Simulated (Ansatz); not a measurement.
# AlPH$_{5}$O$_{2}$F: geometry relaxation (part 1 of 2)

- system: AlPH$_{5}$O$_{2}$F
- method: RHF/6-31G* (Ansatz 0.2.0)

The input holds or restrains some coordinates. Forces given for the steps count only the free coordinates. It belongs to a series of runs on one base structure; here: pulled along the bonds that form and break, towards end A.

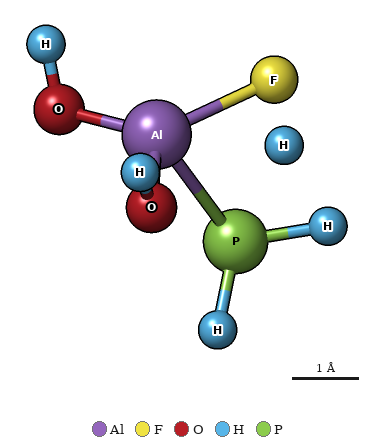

Fig. 1: The structure as given in the input (ball-and-stick view, seen at a tilt). Sticks mark near contacts. Bond lengths as drawn: Al–F 2.04 Å, Al–O 1.78 Å, Al–P 2.58 Å, H–O 1.01 Å and H–P 1.42 Å.

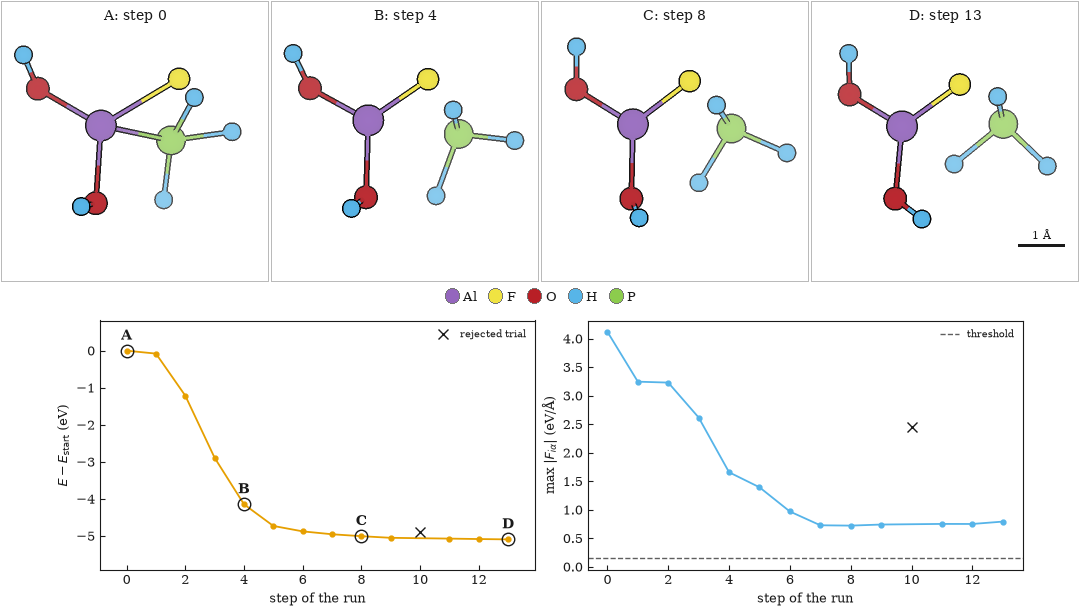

Fig. 2: Frames of the restrained relaxation (ball-and-stick view, seen at a tilt) above the curves, on which the letters mark them (the first geometry is step 0 here and step 1 in the log).

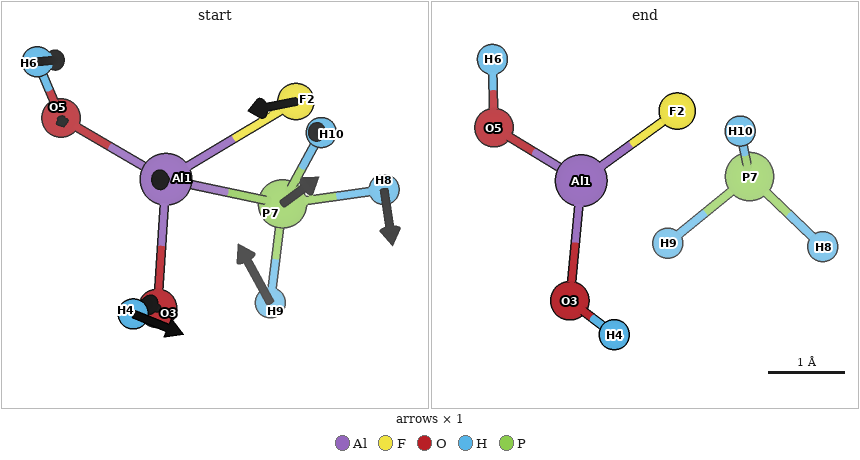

Fig. 3: Before (left) and after (right) the restrained relaxation, at one scale (ball-and-stick view, seen at a tilt). The black arrows give the displacements, at true length. The energy falls by 5.092 eV in 13 geometry steps. Largest force component: 4.1 eV/Å at the start, 0.79 eV/Å at the end. The line search rejected the trial step at point 10 (counted from 0) and went back. The atom that moves furthest after the best rigid fit is H9 (0.97 Å). Largest moves by element: H 0.97 Å, F 0.86 Å, P 0.68 Å, O 0.45 Å, Al 0.39 Å. Distances before and after: Al1–P7 2.580 → 3.485 Å, Al1–F2 2.040 → 1.667 Å, P7–H10 1.683 → 1.413 Å, Al1–O3 1.780 → 1.678 Å. Bonds break: Al1–P7 (2.58 → 3.49 Å). Among the angles that change: H9–P7–H10 146.4° → 96.8°, H8–P7–H10 54.5° → 95.2°, Al1–O5–H6 109.5° → 125.6°. (Atoms are counted from 1 in the order of the input.)

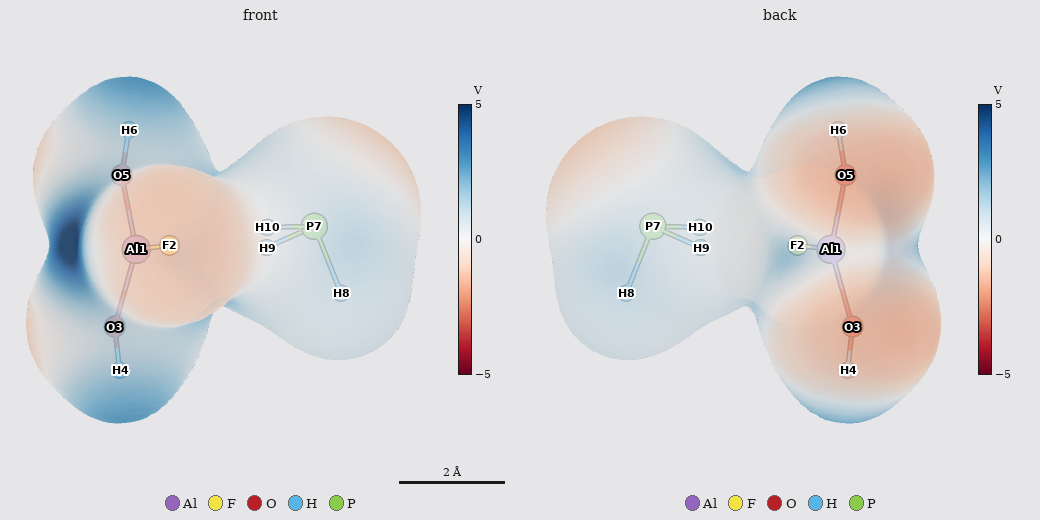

Fig. 4: The electrostatic potential painted on the density surface at 0.002 e/bohr³, seen face on and from behind; red is negative and blue positive. A positive charge is drawn to the negative regions and a negative charge to the positive ones.

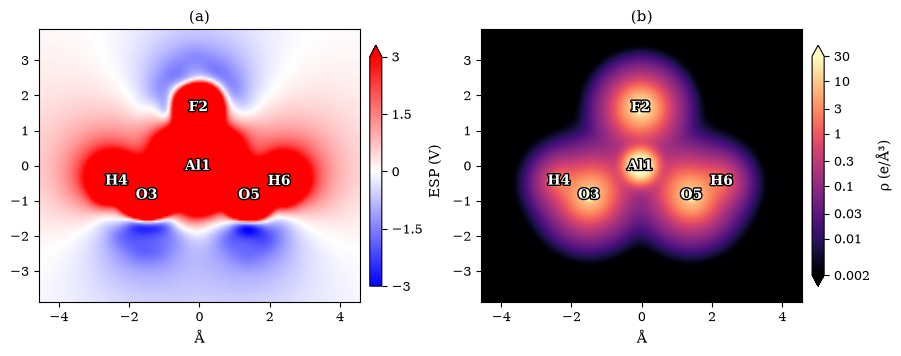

Fig. 5: (a) electrostatic potential; (b) electron density on the plane of atoms Al1, O3 and H4. The section cuts through Al, F, O and H sites. Al–F (1.67 Å): ρ at the midpoint is about 0.84 e/Å³. Al–O (1.68 Å): ρ is about 0.88 e/Å³ halfway. O–H (0.94 Å): ρ at the midpoint is about 3.7 e/Å³, with its minimum of 2.4 e/Å³ about 0.8 Å from O.

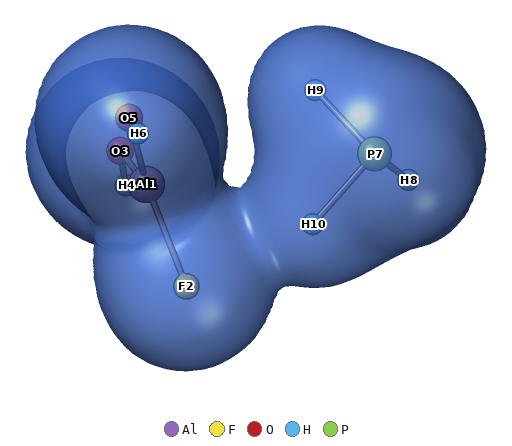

Fig. 6: Isosurface of the electron density at 0.05 e/Å³ (blue), seen from the side. At this value the surface is in one piece. On the grid the lowest density along these lines, outside the cores, is 0.08 e/Å³ (Al···H, 2.62 Å), 0.71 e/Å³ (Al–F, 1.67 Å), 0.74 e/Å³ (Al–O, 1.68 Å) and 2.4 e/Å³ (O–H, 0.94 Å).

The input that produced these results follows, with the program's output.

Input
```yaml
crystal:
  periodic: [false, false, false]
  atoms:
    - { symbol: Al, position_ang: [0.0, 0.0, 0.0] }
    - { symbol: F, position_ang: [0.0, 0.0, 2.04] }
    - { symbol: O, position_ang: [1.5415, 0.0, -0.89] }
    - { symbol: H, position_ang: [1.8414, -0.9519, -1.0449] }
    - { symbol: O, position_ang: [-1.5415, 0.0, -0.89] }
    - { symbol: H, position_ang: [-2.0512, -0.8467, -0.6815] }
    - { symbol: P, position_ang: [0.1156, 2.4456, 0.8135] }
    - { symbol: H, position_ang: [0.6761, 2.4854, 2.1176] }
    - { symbol: H, position_ang: [0.927, 3.2022, -0.0729] }
    - { symbol: H, position_ang: [0.0566, 1.1978, 1.9406] }
basis:
  gaussian: { orbitals: "6-31G*" }
hamiltonian:
  xc: hf
relax:
  f_tol: 0.15
  max_steps: 25
  restrain:
    - { distance: [0, 6], at: 3.48, k: 30.0 }
    - { distance: [9, 1], at: 2.12, k: 30.0 }
    - { distance: [0, 1], at: 1.69, k: 30.0 }
    - { distance: [9, 6], at: 1.42, k: 30.0 }
output:
  orbitals: {}
```

Launched with:
```bash
ansatz run input.yaml --threads 1 --pin off --max-ram 2048MiB --backend cpu --events-out ev --progress --plain --runs-dir out
```

Log
```
The last accepted step is kept in [file] (removed where the run ends without a failure and the disk answers)
Engine: ansatz 0.2.0, aarch64-unknown-linux-gnu
Functional definition: HF
  exchange = exact_x
  correlation = 0
920 factors; integrals over basis functions are off by at most 7.2e-4 eV
mean field evaluation 1: about -22706.5001 eV, gradient 5.4e1 eV
mean field evaluation 2: about -22706.5546 eV, gradient 5.4e1 eV
mean field evaluation 4: about -22712.4503 eV, gradient 3.2e0 eV
mean field evaluation 8: about -22712.5128 eV, gradient 1.2e-1 eV
mean field -22712.51296256 eV, -834.6694562800 hartree, gradient 1.2e-5 eV, S^2 0.000000; 0 other end points of the search recorded, 0 dependent functions left out
the calculation of the forces begins
reference -22712.51296256 eV, -834.6694562800 hartree; 29, 29 occupied and 64, 64 virtual orbitals, 920 factors
relax step   1: F+E_penalty+E_count = -22712.51296256 eV  Δ(F+E_penalty+E_count) = +0.000e0 eV  max|allowed force component| = 4.120e0 eV/Å  E_restraint = 27.62919619 eV  max|allowed force component, restraints' pulls added| = 2.910e1 eV/Å  Δτ_max = 0.0000 Å  (36 SCF iters, accepted)
  distance Al 0 - P 6 = 2.5799 Å
  distance H 9 - F 1 = 1.2032 Å
  distance Al 0 - F 1 = 2.0400 Å
  distance H 9 - P 6 = 1.6825 Å
these checks for a lower state are left out or cut short: starts, cluster_reference, orbital_swaps, neighbouring_geometries, increment
920 factors; integrals over basis functions are off by at most 8.9e-4 eV
mean field evaluation 16: about -22712.5913 eV, gradient 3.3e-1 eV
mean field -22712.59164201 eV, -834.6723476963 hartree, gradient 2.1e-5 eV, S^2 0.000000; 0 other end points of the search recorded, 0 dependent functions left out
[... from here on the field's lines of each further geometry are left out, up to the last ...]
relax step   2: F+E_penalty+E_count = -22712.59164201 eV  Δ(F+E_penalty+E_count) = -7.868e-2 eV  max|allowed force component| = 3.246e0 eV/Å  E_restraint = 12.57527716 eV  max|allowed force component, restraints' pulls added| = 2.294e1 eV/Å  Δτ_max = 0.1948 Å  (39 SCF iters, accepted)
relax step   3: F+E_penalty+E_count = -22713.72714345 eV  Δ(F+E_penalty+E_count) = -1.136e0 eV  max|allowed force component| = 3.230e0 eV/Å  E_restraint = 3.43259593 eV  max|allowed force component, restraints' pulls added| = 1.040e1 eV/Å  Δτ_max = 0.1949 Å  (32 SCF iters, accepted)
relax step   4: F+E_penalty+E_count = -22715.40359944 eV  Δ(F+E_penalty+E_count) = -1.676e0 eV  max|allowed force component| = 2.618e0 eV/Å  E_restraint = 0.18728486 eV  max|allowed force component, restraints' pulls added| = 2.928e0 eV/Å  Δτ_max = 0.1947 Å  (31 SCF iters, accepted)
relax step   5: F+E_penalty+E_count = -22716.65813159 eV  Δ(F+E_penalty+E_count) = -1.255e0 eV  max|allowed force component| = 1.658e0 eV/Å  E_restraint = 0.02685982 eV  max|allowed force component, restraints' pulls added| = 1.912e0 eV/Å  Δτ_max = 0.1950 Å  (31 SCF iters, accepted)
relax step   6: F+E_penalty+E_count = -22717.24185160 eV  Δ(F+E_penalty+E_count) = -5.837e-1 eV  max|allowed force component| = 1.395e0 eV/Å  E_restraint = 0.04536008 eV  max|allowed force component, restraints' pulls added| = 2.513e0 eV/Å  Δτ_max = 0.1988 Å  (31 SCF iters, accepted)
relax step   7: F+E_penalty+E_count = -22717.38863491 eV  Δ(F+E_penalty+E_count) = -1.468e-1 eV  max|allowed force component| = 9.698e-1 eV/Å  E_restraint = 0.02091423 eV  max|allowed force component, restraints' pulls added| = 9.693e-1 eV/Å  Δτ_max = 0.2000 Å  (31 SCF iters, accepted)
relax step   8: F+E_penalty+E_count = -22717.46629345 eV  Δ(F+E_penalty+E_count) = -7.766e-2 eV  max|allowed force component| = 7.283e-1 eV/Å  E_restraint = 0.01449052 eV  max|allowed force component, restraints' pulls added| = 2.402e-1 eV/Å  Δτ_max = 0.2000 Å  (30 SCF iters, accepted)
relax step   9: F+E_penalty+E_count = -22717.51854275 eV  Δ(F+E_penalty+E_count) = -5.225e-2 eV  max|allowed force component| = 7.223e-1 eV/Å  E_restraint = 0.01353783 eV  max|allowed force component, restraints' pulls added| = 2.575e-1 eV/Å  Δτ_max = 0.2000 Å  (30 SCF iters, accepted)
relax step  10: F+E_penalty+E_count = -22717.56227033 eV  Δ(F+E_penalty+E_count) = -4.373e-2 eV  max|allowed force component| = 7.411e-1 eV/Å  E_restraint = 0.01296376 eV  max|allowed force component, restraints' pulls added| = 2.643e-1 eV/Å  Δτ_max = 0.1999 Å  (30 SCF iters, accepted)
relax step  11: F+E_penalty+E_count = -22717.40363760 eV  Δ(F+E_penalty+E_count) = +1.586e-1 eV  max|allowed force component| = 2.454e0 eV/Å  E_restraint = 0.01840521 eV  max|allowed force component, restraints' pulls added| = 2.454e0 eV/Å  Δτ_max = 0.1951 Å  (30 SCF iters, rejected (line search))
relax step  12: F+E_penalty+E_count = -22717.58382798 eV  Δ(F+E_penalty+E_count) = -2.156e-2 eV  max|allowed force component| = 7.521e-1 eV/Å  E_restraint = 0.01283326 eV  max|allowed force component, restraints' pulls added| = 1.942e-1 eV/Å  Δτ_max = 0.0975 Å  (30 SCF iters, accepted)
relax step  13: F+E_penalty+E_count = -22717.59542000 eV  Δ(F+E_penalty+E_count) = -1.159e-2 eV  max|allowed force component| = 7.511e-1 eV/Å  E_restraint = 0.01331988 eV  max|allowed force component, restraints' pulls added| = 6.980e-1 eV/Å  Δτ_max = 0.0962 Å  (30 SCF iters, accepted)
the calculation of the forces begins
reference -22717.60490672 eV, -834.8565817761 hartree; 29, 29 occupied and 64, 64 virtual orbitals, 920 factors
```
